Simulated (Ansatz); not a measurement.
```yaml
crystal:
  lattice:
    - [6.34145, 0.00000, 0.00000]
    - [-3.17073, 5.49186, 0.00000]
    - [0.00000, 0.00000, 5.55331]
  atoms:
    - { symbol: Ga, position: [0.66667, 0.33333, 0.25000] }
    - { symbol: Ga, position: [0.33333, 0.66667, 0.75000] }
    - { symbol: Mo, position: [0.00000, 0.00000, 0.50000] }
    - { symbol: Mo, position: [0.00000, 0.00000, 0.00000] }
    - { symbol: As, position: [0.38805, 0.19403, 0.75000] }
    - { symbol: As, position: [0.61195, 0.80597, 0.25000] }
    - { symbol: As, position: [0.80597, 0.19403, 0.75000] }
    - { symbol: As, position: [0.19403, 0.80597, 0.25000] }
    - { symbol: As, position: [0.80597, 0.61195, 0.75000] }
    - { symbol: As, position: [0.19403, 0.38805, 0.25000] }
```

Space group P6₃/mmc; a structure from a database of computed crystals, not necessarily the ambient phase; started from the KVCl3-194 prototype, which need not be the ambient phase; computed without spin polarisation.

Level of theory: DFT, PBEsol, plane waves, PAW (Ansatz 0.2.0).

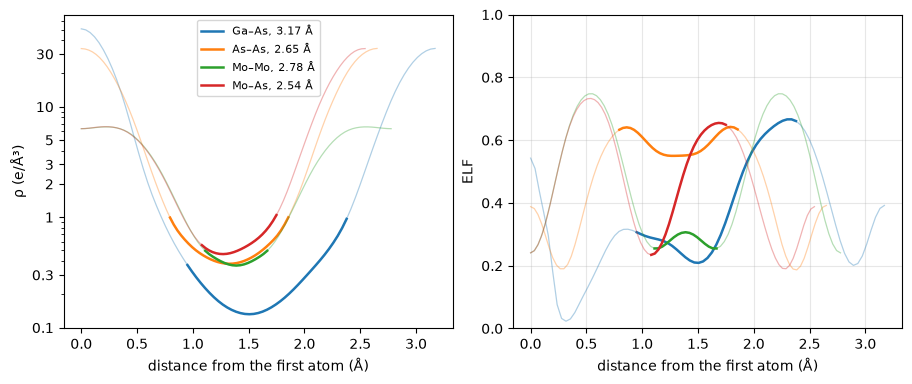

GaMoAs3. Valence charge density (pseudo) and electron localisation function along straight lines between neighbouring atoms. Thin, pale parts lie inside the atomic spheres.

Core electrons are frozen (PAW), and the valence fields are smoothed inside the atomic spheres.

**Compare the contacts.**

Ga–As (3.17 Å): ρ is about 0.14 e/Å³ halfway; the ELF is about 0.20 at the midpoint.
As–As (2.65 Å): the density is about 0.38 e/Å³ at the midpoint; the ELF peaks at about 0.65 between the atoms.
Mo–Mo (2.78 Å): the density is about 0.36 e/Å³ at the midpoint; the ELF is about 0.30 at the midpoint.
Mo–As (2.54 Å): the density is about 0.46 e/Å³ at the midpoint; the ELF is about 0.35 at the midpoint.
